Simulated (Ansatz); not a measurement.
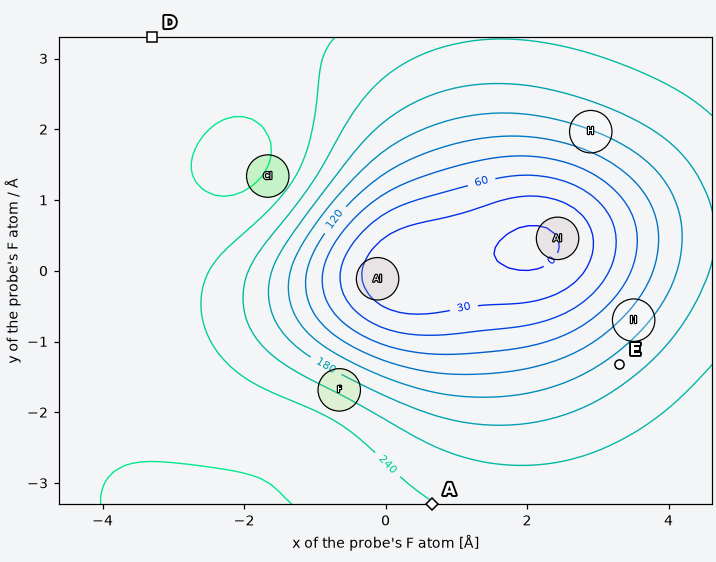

Al₂ClFH₂ (SMILES [F][Al]([AlH2])[Cl]) with the probe F-. The probe is moved over a plane parallel to the molecule's main plane, 2.37 Å above it. The first coordinate is: x of the probe's F atom; the second: y of the probe's F atom. Nothing is relaxed (molecule and probe rigid). The grid has 15 × 11 points. Points are written as (first, second). All energies are given in kJ/mol relative to the lowest grid point. Computed with RHF/def2-SVPD (Ansatz 0.2.0).

The picture shows contour lines labelled in kJ/mol, labelled circles for the molecule's atoms, projected on the plane, lettered points. Between grid points the surface is interpolated.

Is A the lowest point of the computed grid?

Answer. No. A lies 241 kJ/mol above the lowest grid point, which is at (1.98 Å, 0.00 Å) [nearest 1 Al at 2.46 Å].

Rank the lettered points by energy, lowest first.

Answer. E (162 kJ/mol), A (241 kJ/mol), D (260 kJ/mol).
